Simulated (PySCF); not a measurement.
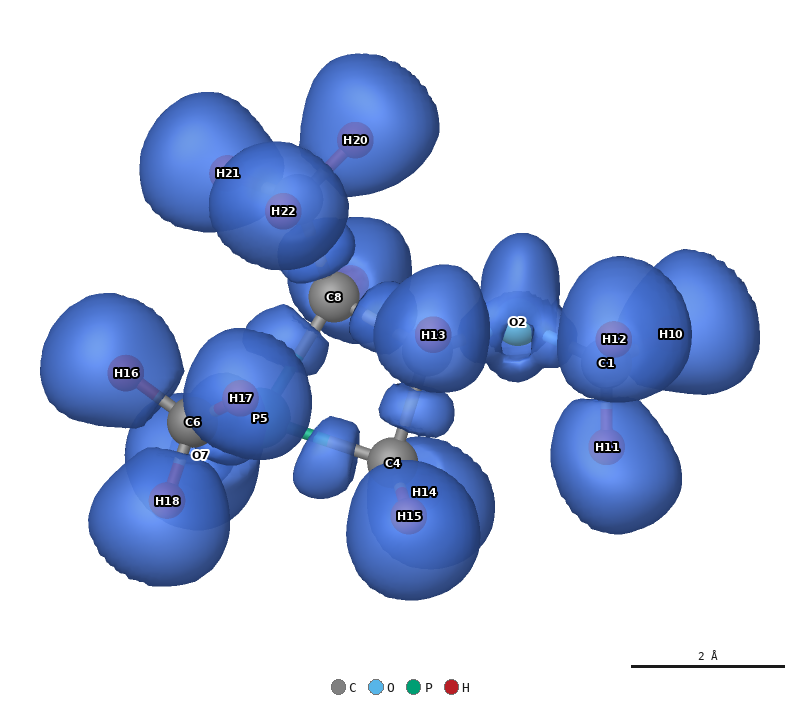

C6H13O2P. Isosurface of the ELF at 0.75 (blue), seen across its widest extent. Core shells and regions of very low density are left out.

Geometry: GFN2-xTB.

Level of theory: PBE0/pcSseg-1, SCF density, gas phase, non-relativistic (PySCF 2.14.0).

```xyz
22

C     3.0817   -0.3581    0.0569
O     2.0131    0.3451   -0.5270
C     0.7583    0.0064   -0.0040
C     0.2007   -1.3781   -0.4276
P    -1.4543   -0.6109   -0.7417
C    -2.4533   -0.7612    0.7852
O    -2.1910   -0.9003   -1.9752
C    -0.3553    0.8852   -0.6089
C    -0.7684    2.1189    0.1659
H     3.9883    0.0131   -0.4159
H     2.9969   -1.4370   -0.1143
H     3.1312   -0.1737    1.1379
H     0.7763    0.0916    1.0939
H     0.6385   -1.6952   -1.3747
H     0.2960   -2.1768    0.3040
H    -3.2633   -0.0363    0.7296
H    -1.8597   -0.5985    1.6788
H    -2.8812   -1.7622    0.7935
H    -0.0521    1.1572   -1.6250
H     0.0530    2.8326    0.1952
H    -1.6225    2.5915   -0.3156
H    -1.0433    1.8663    1.1883
```

Where are the electrons localised?

The ELF exceeds this value in three regions between bonded C–C atoms (shared pairs), three regions between bonded C–P atoms (shared pairs), 13 regions around hydrogen nuclei, one region on O in which the atom's valence shell and bonds are merged and one region wrapped around O (its lone pairs, merged into a ring or cap).

Values along the shortest contacts:
C–O (1.40 Å): the ELF peaks at about 0.90 between the atoms (a polar covalent bond). P–O (1.47 Å): the ELF peaks at about 0.80 between the atoms, as expected for a short, strongly polar bond.
